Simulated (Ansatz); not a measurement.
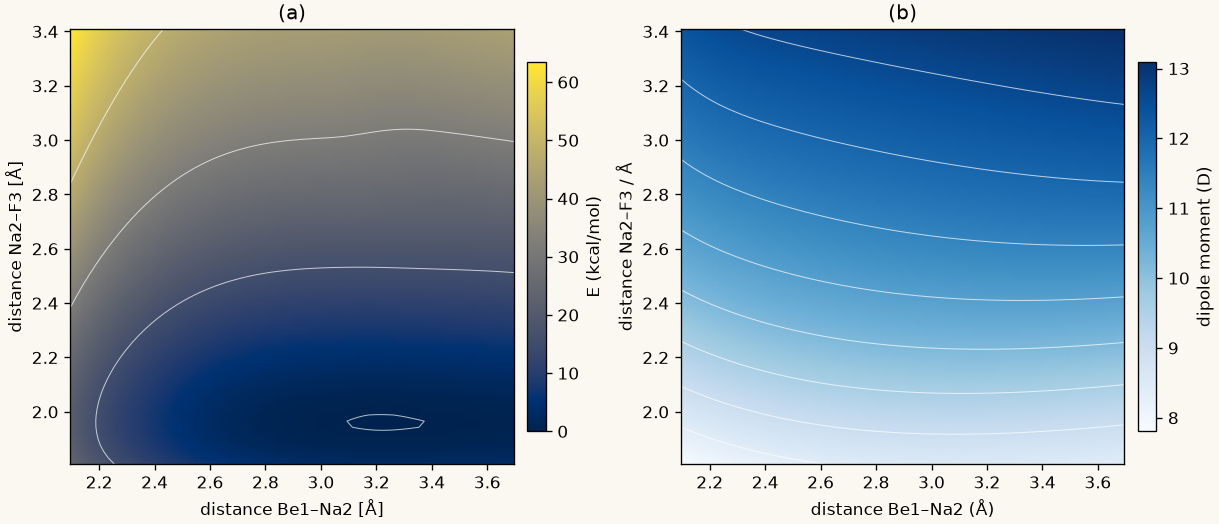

The system Be + NaF. 
- The first coordinate is: distance Be1–Na2; the second: distance Na2–F3.
- Nothing is relaxed (the angle Be1–Na2–F3 is fixed at 180 degrees).
- Grid: 17 × 17 points.
- Points are written as (first, second).
- Energies are in kcal/mol, from the lowest grid point.
- The reference is spin-restricted, so regions where a bond is pulled apart into radicals lie too high.
- The calculation used RKS PBE-D4/def2-TZVPD (Ansatz).

Panel (a) is the energy; panel (b) is the computed dipole moment, in D.

The picture shows a smooth colour map with a few white contour lines. Between grid points the surface is interpolated.

How does the dipole moment vary over the map, and what is it at the lowest grid point?

Answer. Leaving out the highest fifth of the energies, it runs from 7.81 D at (2.096 Å, 1.808 Å) to 12.64 D at (3.696 Å, 3.153 Å). At the lowest grid point, (3.197 Å, 1.990 Å), it is 9.29 D.
